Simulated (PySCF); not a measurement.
# C2H10N2Si: the cost of one run

Programs: PySCF 2.14.0, with density-fitted response routines of our own. Each step states its level of theory. These are calculated values for one molecule in the gas phase, unless marked as measured. Atoms count from 0, in the outputs and in this text.

## Step 1: The molecule as given

15 atoms, charge 0, multiplicity 1; geometry from: GFN2-xTB.

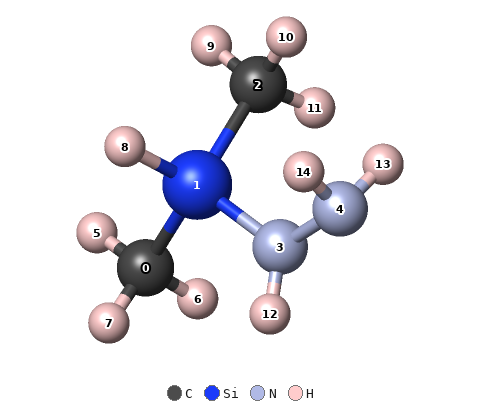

The starting geometry (carbon dark grey, silicon blue, nitrogen light blue, hydrogen pink), atoms numbered.

## Step 2: TDDFT and polarisability: CAM-B3LYP/def2-SVPD

The job: settings as JSON, then the geometry in Å.

```
{"job": {"kind": "uv", "xc": "CAM-B3LYP", "basis": "def2-SVPD", "nstates": 8, "ntriplets": 3}, "charge": 0, "multiplicity": 1}
C     -1.886835    -0.804615    -0.398882
Si    -0.307256    -0.169241     0.425109
C     -0.094210     1.712930     0.252572
N      0.994745    -0.904018    -0.444123
N      2.372713    -0.632256    -0.202997
H     -2.758125    -0.318600     0.026218
H     -1.887244    -0.612174    -1.466712
H     -2.005915    -1.873359    -0.254818
H     -0.313275    -0.492503     1.870553
H     -0.928937     2.244062     0.699942
H      0.808961     2.060045     0.747691
H     -0.033356     2.013652    -0.789843
H      0.902040    -1.844924    -0.798800
H      2.551164     0.329422    -0.481242
H      2.581117    -0.700430     0.793420
```

With the program's defaults for keys left out, this is: TDDFT CAM-B3LYP/def2-SVPD, vertical, gas phase, core orbitals frozen in the response.

On the command line:

```console
$ OMP_NUM_THREADS=1 python probes_run.py task.json out
```

This one command runs all jobs of the session in turn.

Q: Estimate the wall time and peak memory of this first job on 1 thread of Arm Neoverse V1, shared host.

About 34 s, with a peak of 0.8 GiB.
